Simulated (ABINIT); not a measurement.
## BP (F-43m): one start, several treatments of the self-energy

Aim: compare treatments of exchange, screening and correlation for the gap of BP (F-43m).

Calculated with ABINIT 10.8.3; PBE and many-body steps on it, plane waves.

### 1. Starting point

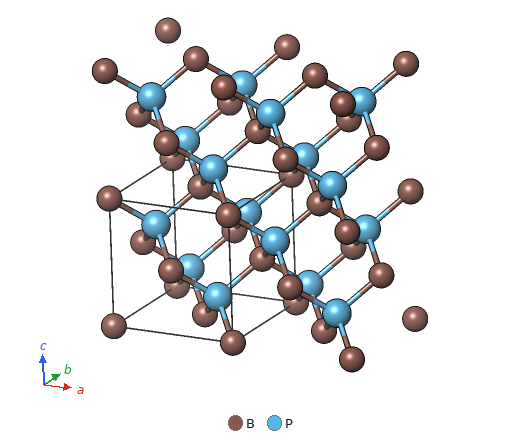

The cell as given, slightly off an axis (boron brown, phosphorus blue). 2×1×2 cells are drawn. This picture shows the conventional cell, with its axes. Bonds to atoms that aren't drawn are left out. Some periodic images of atoms are drawn too.

The cell and positions come from the Crystallography Open Database and are kept as given unless a step says otherwise.

### 2. Empty states on the mesh, 6×6×6 mesh, 109 bands

This step: ABINIT 10.8.3; DFT, PBE, plane waves, norm-conserving pseudopotentials.

The sums over transitions need many empty states on a uniform mesh; this step solves for them.

run.abi reads:

```
acell 3*1.0 Angstrom
rprim 
  0.000000000000 2.269000000000 2.269000000000
  2.269000000000 0.000000000000 2.269000000000
  2.269000000000 2.269000000000 0.000000000000
ntypat 2
znucl 5 15
natom 2
typat 1 2
xred 
  0.000000000000 0.000000000000 0.000000000000
  0.250000000000 0.250000000000 0.250000000000
pp_dirpath "pseudos"
pseudos "B.upf, P.upf"
ecut 34
ngkpt 6 6 6
nshiftk 1
shiftk 0 0 0
kptopt 1
chksymbreak 0
irdden 1
istwfk *1
nband 109
prtvol 0
optdriver 6
gwr_task "HDIAGO"
paral_kgb 0
occopt 1
indata_prefix "in"
outdata_prefix "out"
tmpdata_prefix "tmp"
```

The run is started by

```console
$ OMP_NUM_THREADS=1 mpirun -n 8 abinit run.abi > log
```

Output:

```text
.Version 10.8.3 of ABINIT. v10.8.2 released Aug 2026.

 Symmetries : space group F-4 3 m (#216); Bravais cF (face-center cubic)
[... echo of the input left out ...]
== DATASET  1 ==================================================================
-   mpi_nproc: 8, omp_nthreads: 1 (-1 if OMP is not activated)

--- !DatasetInfo
iteration_state: {dtset: 1, }
dimensions: {natom: 2, nkpt: 16, mband: 109, nsppol: 1, nspinor: 1, nspden: 1, mpw: 1524, }
cutoff_energies: {ecut:  34.0, pawecutdg:  -1.0, }
[...]
Indirect band gap semiconductor
 Fundamental gap:     1.347 (eV)
   VBM:     7.266 (eV) at k: [ 0.0000E+00,  0.0000E+00,  0.0000E+00]
   CBM:     8.613 (eV) at k: [ 5.0000E-01,  5.0000E-01,  0.0000E+00]
 Direct gap:         3.407 (eV) at k: [ 0.0000E+00,  0.0000E+00,  0.0000E+00]

== END DATASET(S) ==============================================================
================================================================================

 -outvars: echo values of variables after computation  --------
           etotal      0.0000000000E+00
            nband         109
             nkpt          16
          spgroup         216
 [... the other variables as echoed above ...]

 Calculation completed.
```

Run time: 8 s. Hardware: 8 MPI ranks of Arm Neoverse V2, shared host; peak memory 1.4 GiB.

This step gave:

```
gap                                                           : 1.347 eV
k of the valence top                                          : 0, 0, 0
k of the conduction bottom                                    : 0.5, 0.5, 0
least direct gap                                              : 3.407 eV
k points computed                                             : 16
lowest point of the top converged band, above the valence top : 131.7203 eV
```

On this mesh the gap is 1.347 eV.

The density comes from a self-consistent run that is not shown.

### 3. Screening, 6×6×6 mesh, 101 bands, screening to 228.6 eV

The RPA dielectric matrix is built and inverted for each q.

This step: RPA screening on PBE, plane waves, norm-conserving pseudopotentials.

run.abi: that of step 2 with these lines changed.

```diff
@@ -20,10 +20,11 @@
 chksymbreak 0
-irdden 1
 istwfk *1
-nband 109
-prtvol 0
-optdriver 6
-gwr_task "HDIAGO"
-paral_kgb 0
 occopt 1
+irdwfk 1
+optdriver 3
+nband 101
+ecuteps 8.4
+inclvkb 2
+awtr 1
+symchi 1
 indata_prefix "in"
```

Output:

```text
.Version 10.8.3 of ABINIT. v10.8.2 released Aug 2026.

 Symmetries : space group F-4 3 m (#216); Bravais cF (face-center cubic)
[... echo of the input left out ...]
== DATASET  1 ==================================================================
-   mpi_nproc: 8, omp_nthreads: 1 (-1 if OMP is not activated)

--- !DatasetInfo
iteration_state: {dtset: 1, }
dimensions: {natom: 2, nkpt: 16, mband: 101, nsppol: 1, nspinor: 1, nspden: 1, mpw: 1524, }
cutoff_energies: {ecut:  34.0, pawecutdg:  -1.0, }
electrons: {nelect:   8.00000000E+00, charge:   0.00000000E+00, occopt:   1.00000000E+00, tsmear:   1.00000000E-02, }

 SCREENING: Calculation of the susceptibility and dielectric matrices

 Based on a program developped by R.W. Godby, V. Olevano, G. Onida, and L. Reining.
 Incorporated in ABINIT by V. Olevano, G.-M. Rignanese, and M. Torrent.
.Using double precision arithmetic ; gwpc =  8

[... cell and pseudopotentials left out ...]
--------------------------------------------------------------------------------

 ==== K-mesh for the wavefunctions ====
 Number of points in the irreducible wedge :    16
[... list of points left out ...]
 Together with 24 symmetry operations and time-reversal symmetry
 yields   216 points in the full Brillouin Zone.

 ==== Q-mesh for the screening function ====
 Number of points in the irreducible wedge :    16
[... list of points left out ...]
 Together with 24 symmetry operations and time-reversal symmetry
 yields   216 points in the full Brillouin Zone.

 setmesh: FFT mesh size selected  =    24x   24x   24
          total number of points  =        13824

 vcoul_init : cutoff-mode = AUXILIARY_FUNCTION
 q-points for optical limit:   1
     1)      0.000010    0.000020    0.000030

- screening: taking advantage of time-reversal symmetry
- Maximum band index for partially occupied states nbvw = 4
- Remaining bands to be divided among processors   nbcw = 97
- Number of bands treated by each node ~12

 Number of electrons calculated from density =    8.0000; Expected =    8.0000
 average of density, n =  0.050741
 r_s =    1.6757
 omega_plasma =   21.7288 [eV]

 calculating chi0 at frequencies [eV] :
  1    0.000000E+00    0.000000E+00
  2    0.000000E+00    2.172879E+01

--------------------------------------------------------------------------------
  q-point number  1        q = ( 0.000000, 0.000000, 0.000000) [r.l.u.]
--------------------------------------------------------------------------------
[... chi0 elements left out ...]
 For q-point:  0.000010 0.000020 0.000030
  dielectric constant =   9.7372
  dielectric constant without local fields =  10.6501

  Average fulfillment of the sum rule on Im[epsilon] for q-point    1 :     91.06  [%]
[... wings left out ...]
  q-point number  2        q = ( 0.166667, 0.000000, 0.000000) [r.l.u.]
--------------------------------------------------------------------------------
[... chi0 elements left out ...]
  Average fulfillment of the sum rule on Im[epsilon] for q-point    2 :     94.57  [%]

 [... 14 further q-points ...]
```

Run time: 20 s. Hardware: 8 MPI ranks; peak memory 1.1 GiB; 2.7 min of CPU time.

This step gave:

```yaml
eps_infinity_with_local_fields_on_this_mesh_along_the_program_s_q_direction: 9.737
the_same_without_local_fields: 10.65
plasma_frequency: 21.73 eV
plane_waves_in_the_screening_matrix: 169
```

Local fields lower ε∞ by 9 %.

### 4. G0W0, Godby-Needs plasmon pole

The self-energy is evaluated for the states that the input lists, and the levels follow from it, in one-shot runs by the linearised quasiparticle equation.

This step: G0W0 on PBE, plane waves, norm-conserving pseudopotentials.

run.abi: that of step 3 with these lines changed.

```diff
@@ -23,8 +23,17 @@
 irdwfk 1
-optdriver 3
+optdriver 4
 nband 101
+gwcalctyp 0
+ecutsigx 34
+symsigma 1
+nkptgw 2
+kptgw 
+  0.0000000000 0.0000000000 0.0000000000
+  0.5000000000 0.5000000000 0.0000000000
+bdgw 
+  2 7
+  3 6
 ecuteps 8.4
-inclvkb 2
-awtr 1
-symchi 1
+irdscr 1
+ppmodel 1
 indata_prefix "in"
```

Output:

```text
.Version 10.8.3 of ABINIT. v10.8.2 released Aug 2026.

 Symmetries : space group F-4 3 m (#216); Bravais cF (face-center cubic)
[... echo of the input left out ...]
== DATASET  1 ==================================================================
-   mpi_nproc: 8, omp_nthreads: 1 (-1 if OMP is not activated)

--- !DatasetInfo
iteration_state: {dtset: 1, }
dimensions: {natom: 2, nkpt: 16, mband: 101, nsppol: 1, nspinor: 1, nspden: 1, mpw: 1524, }
cutoff_energies: {ecut:  34.0, pawecutdg:  -1.0, }
electrons: {nelect:   8.00000000E+00, charge:   0.00000000E+00, occopt:   1.00000000E+00, tsmear:   1.00000000E-02, }

 SIGMA: Calculation of the GW corrections

 Based on a program developped by R.W. Godby, V. Olevano, G. Onida, and L. Reining.
 Incorporated in ABINIT by V. Olevano, G.-M. Rignanese, and M. Torrent.
.Using double precision arithmetic ; gwpc =  8

[... cell and pseudopotentials left out ...]
--------------------------------------------------------------------------------

 ==== K-mesh for the wavefunctions ====
 Number of points in the irreducible wedge :    16
[... list of points left out ...]
 Together with 24 symmetry operations and time-reversal symmetry
 yields   216 points in the full Brillouin Zone.

 ==== Q-mesh for screening function ====
 Number of points in the irreducible wedge :    16
[... list of points left out ...]
 Together with 24 symmetry operations and time-reversal symmetry
 yields   216 points in the full Brillouin Zone.

 vcoul_init : cutoff-mode = AUXILIARY_FUNCTION
 q-points for optical limit:   1
     1)      0.000010    0.000020    0.000030
 setmesh: FFT mesh size selected  =    32x   32x   32
          total number of points  =        32768

 Number of electrons calculated from density =    8.0000; Expected =    8.0000
 average of density, n =  0.050741
 r_s =    1.6757
 omega_plasma =   21.7288 [eV]

 === KS Band Gaps ===
  >>>> For spin  1
   Minimum direct gap =   3.4068 [eV], located at k-point      :   0.0000  0.0000  0.0000
   Fundamental gap    =   1.3473 [eV], Top of valence bands at :   0.0000  0.0000  0.0000
                                       Bottom of conduction at :   0.5000  0.5000  0.0000
 SIGMA fundamental parameters:
 PLASMON POLE MODEL  1
 number of plane-waves for SigmaX                 1459
 number of plane-waves for SigmaC and W            169
 number of plane-waves for wavefunctions          1459
 number of bands                                   101
 number of independent spin polarizations            1
 number of spinorial components                      1
 number of k-points in IBZ                          16
 number of q-points in IBZ                          16
 number of symmetry operations                      24
 number of k-points in BZ                          216
 number of q-points in BZ                          216
 number of frequencies for dSigma/dE                 9
 frequency step for dSigma/dE [eV]                0.25
 number of omega for Sigma on real axis              0
 max omega for Sigma on real axis  [eV]           0.00
 zcut for avoiding poles [eV]                     0.10

 EPSILON^-1 parameters (SCR file):
 dimension of the eps^-1 matrix on file            169
 dimension of the eps^-1 matrix used               169
 number of plane-waves for wavefunctions          1459
 number of bands                                   101
 number of q-points in IBZ                          16
 number of frequencies                               2
 number of real frequencies                          1
 number of imag frequencies                          1

 matrix elements of self-energy operator (all in [eV])

 Perturbative Calculation

--- !SelfEnergy_ee
iteration_state: {dtset: 1, }
kpoint     : [   0.000,    0.000,    0.000, ]
spin       : 1
KS_gap     :    3.407
QP_gap     :    4.274
Delta_QP_KS:    0.867
data: !SigmaeeData |
     Band     E0 <VxcDFT>   SigX SigC(E0)      Z dSigC/dE  Sig(E)    E-E0       E
        2   7.266 -13.300 -15.048   0.983   0.792  -0.263 -13.906  -0.606   6.660
        3   7.266 -13.300 -15.048   0.983   0.792  -0.263 -13.906  -0.606   6.660
        4   7.266 -13.300 -15.048   0.983   0.792  -0.263 -13.906  -0.606   6.660
        5  10.672 -12.025  -7.238  -4.458   0.793  -0.261 -11.764   0.262  10.934
        6  10.672 -12.025  -7.238  -4.458   0.793  -0.261 -11.764   0.262  10.934
        7  10.672 -12.025  -7.238  -4.458   0.793  -0.261 -11.764   0.262  10.934

--- !SelfEnergy_ee
iteration_state: {dtset: 1, }
kpoint     : [   0.500,    0.500,    0.000, ]
spin       : 1
KS_gap     :    5.461
QP_gap     :    6.352
Delta_QP_KS:    0.891
data: !SigmaeeData |
     Band     E0 <VxcDFT>   SigX SigC(E0)      Z dSigC/dE  Sig(E)    E-E0       E
        3   3.152 -12.497 -15.992   2.469   0.773  -0.293 -13.290  -0.793   2.359
        4   3.152 -12.497 -15.992   2.469   0.773  -0.293 -13.290  -0.793   2.359
        5   8.613 -10.826  -6.523  -4.181   0.805  -0.243 -10.728   0.098   8.711
        6   8.933 -10.680  -6.271  -4.222   0.809  -0.235 -10.529   0.151   9.084

== END DATASET(S) ==============================================================
================================================================================

 -outvars: echo values of variables after computation  --------
           etotal      0.0000000000E+00
            nband         101
             nkpt          16
          spgroup         216
 [... the other variables as echoed above ...]

 Calculation completed.
```

It took 5.3 s on 8 MPI ranks; peak memory 1.1 GiB; 41 s of CPU time.

Numbers from this step:

| Quantity | Value |
| --- | --- |
| G0W0 gap on the points computed | 2.051 eV |
| starting gap on the mesh | 1.347 eV |
| k of the valence top | 0, 0, 0 |
| k of the conduction bottom | 0.5, 0.5, 0 |
| Z at the valence top | 0.792 |
| Z at the conduction bottom | 0.805 |
| least direct G0W0 gap on the computed points | 4.274 eV |

The gap on the mesh goes from 1.35 eV to 2.05 eV, a correction of +0.70 eV.

### 5. G0W0, Hybertsen-Louie plasmon pole

run.abi: that of step 4 with these lines changed.

```diff
@@ -37,3 +37,3 @@
 irdscr 1
-ppmodel 1
+ppmodel 2
 indata_prefix "in"
```

Output:

```text
.Version 10.8.3 of ABINIT. v10.8.2 released Aug 2026.

 Symmetries : space group F-4 3 m (#216); Bravais cF (face-center cubic)
[... echo of the input left out ...]
== DATASET  1 ==================================================================
-   mpi_nproc: 8, omp_nthreads: 1 (-1 if OMP is not activated)

--- !DatasetInfo
iteration_state: {dtset: 1, }
dimensions: {natom: 2, nkpt: 16, mband: 101, nsppol: 1, nspinor: 1, nspden: 1, mpw: 1524, }
cutoff_energies: {ecut:  34.0, pawecutdg:  -1.0, }
electrons: {nelect:   8.00000000E+00, charge:   0.00000000E+00, occopt:   1.00000000E+00, tsmear:   1.00000000E-02, }

 SIGMA: Calculation of the GW corrections

 Based on a program developped by R.W. Godby, V. Olevano, G. Onida, and L. Reining.
 Incorporated in ABINIT by V. Olevano, G.-M. Rignanese, and M. Torrent.
.Using double precision arithmetic ; gwpc =  8

[... cell and pseudopotentials left out ...]
--------------------------------------------------------------------------------

 ==== K-mesh for the wavefunctions ====
 Number of points in the irreducible wedge :    16
[... list of points left out ...]
 Together with 24 symmetry operations and time-reversal symmetry
 yields   216 points in the full Brillouin Zone.

 ==== Q-mesh for screening function ====
 Number of points in the irreducible wedge :    16
[... list of points left out ...]
 Together with 24 symmetry operations and time-reversal symmetry
 yields   216 points in the full Brillouin Zone.

 vcoul_init : cutoff-mode = AUXILIARY_FUNCTION
 q-points for optical limit:   1
     1)      0.000010    0.000020    0.000030
 setmesh: FFT mesh size selected  =    32x   32x   32
          total number of points  =        32768

 Number of electrons calculated from density =    8.0000; Expected =    8.0000
[...]
number of omega for Sigma on real axis              0
 max omega for Sigma on real axis  [eV]           0.00
 zcut for avoiding poles [eV]                     0.10

 EPSILON^-1 parameters (SCR file):
 dimension of the eps^-1 matrix on file            169
 dimension of the eps^-1 matrix used               169
 number of plane-waves for wavefunctions          1459
 number of bands                                   101
 number of q-points in IBZ                          16
 number of frequencies                               2
 number of real frequencies                          1
 number of imag frequencies                          1

 matrix elements of self-energy operator (all in [eV])

 Perturbative Calculation

--- !SelfEnergy_ee
iteration_state: {dtset: 1, }
kpoint     : [   0.000,    0.000,    0.000, ]
spin       : 1
KS_gap     :    3.407
QP_gap     :    4.355
Delta_QP_KS:    0.948
data: !SigmaeeData |
     Band     E0 <VxcDFT>   SigX SigC(E0)      Z dSigC/dE  Sig(E)    E-E0       E
        2   7.266 -13.300 -15.048   0.604   0.811  -0.234 -14.228  -0.928   6.338
        3   7.266 -13.300 -15.048   0.604   0.811  -0.234 -14.228  -0.928   6.338
        4   7.266 -13.300 -15.048   0.604   0.811  -0.234 -14.228  -0.928   6.338
[...]
--- !SelfEnergy_ee
iteration_state: {dtset: 1, }
kpoint     : [   0.500,    0.500,    0.000, ]
spin       : 1
KS_gap     :    5.461
QP_gap     :    6.453
Delta_QP_KS:    0.992
data: !SigmaeeData |
     Band     E0 <VxcDFT>   SigX SigC(E0)      Z dSigC/dE  Sig(E)    E-E0       E
[...]
5   8.613 -10.826  -6.523  -4.497   0.821  -0.217 -10.985  -0.159   8.454
        6   8.933 -10.680  -6.271  -4.520   0.825  -0.212 -10.772  -0.092   8.841

== END DATASET(S) ==============================================================
================================================================================

 -outvars: echo values of variables after computation  --------
           etotal      0.0000000000E+00
            nband         101
             nkpt          16
          spgroup         216
 [... the other variables as echoed above ...]

 Calculation completed.
```

Run time: 5.2 s. Hardware: 8 MPI ranks; peak memory 1.1 GiB; 41 s of CPU time.

This step gave:

```
G0W0 gap on the points computed              : 2.116 eV
starting gap on the mesh                     : 1.347 eV
k of the valence top                         : 0, 0, 0
k of the conduction bottom                   : 0.5, 0.5, 0
Z at the valence top                         : 0.811
Z at the conduction bottom                   : 0.821
least direct G0W0 gap on the computed points : 4.354 eV
```

Against G0W0 in ABINIT (6×6×6 mesh, 101 bands, screening to 228.6 eV, Godby-Needs plasmon pole), the gap moves by +0.065 eV.

### 6. G0W0, von der Linden-Horsch plasmon pole

run.abi: that of step 5 with these lines changed.

```diff
@@ -37,3 +37,3 @@
 irdscr 1
-ppmodel 2
+ppmodel 3
 indata_prefix "in"
```

Output:

```text
.Version 10.8.3 of ABINIT. v10.8.2 released Aug 2026.

 Symmetries : space group F-4 3 m (#216); Bravais cF (face-center cubic)
[... echo of the input left out ...]
== DATASET  1 ==================================================================
-   mpi_nproc: 8, omp_nthreads: 1 (-1 if OMP is not activated)

--- !DatasetInfo
iteration_state: {dtset: 1, }
dimensions: {natom: 2, nkpt: 16, mband: 101, nsppol: 1, nspinor: 1, nspden: 1, mpw: 1524, }
cutoff_energies: {ecut:  34.0, pawecutdg:  -1.0, }
[...]
Band     E0 <VxcDFT>   SigX SigC(E0)      Z dSigC/dE  Sig(E)    E-E0       E
[...]
5   8.613 -10.826  -6.523  -4.554   0.826  -0.211 -11.033  -0.207   8.406
        6   8.933 -10.680  -6.271  -4.594   0.829  -0.206 -10.834  -0.154   8.779

== END DATASET(S) ==============================================================
================================================================================

 -outvars: echo values of variables after computation  --------
           etotal      0.0000000000E+00
            nband         101
             nkpt          16
          spgroup         216
 [... the other variables as echoed above ...]

 Calculation completed.
```

It took 3.4 s on 8 MPI ranks; peak memory 1.1 GiB; 26 s of CPU time.

Numbers from this step:

```yaml
g0w0_gap_on_the_points_computed: 2.052 eV
starting_gap_on_the_mesh: 1.347 eV
k_of_the_valence_top: 0, 0, 0
k_of_the_conduction_bottom: 0.5, 0.5, 0
least_direct_g0w0_gap_on_the_computed_points: 4.313 eV
```

Against G0W0 in ABINIT (6×6×6 mesh, 101 bands, screening to 228.6 eV, Godby-Needs plasmon pole), the gap moves by +0.001 eV.

[end of part 1 of 2]

[Paths, hosts, dates, memory and timing lines, banners, echoed tables and standing remarks are left out of the program output.]

[Logs are printed without paths, hosts, clocks, repeated set-up lines and the standing remarks that a program may print on its own settings, such as how far it seeks lower states.]

[Runs of the session that timed out or met a known fault of the program may be left out.]

[Hosts, paths, dates, database ids (printed as entryN), source tags and the programs' standing remarks are cut or masked in the printed files.]

[G0W0 gaps are taken among the corrected bands and points alone; a level outside them can change the order at an edge.]

[Where Ansatz stands beside ABINIT at settings called matched, ABINIT's density can come from a denser mesh and the files from another edition; pairs whose starting gaps differed by over 0.03 eV were left out, so agreement reads better than it is.]
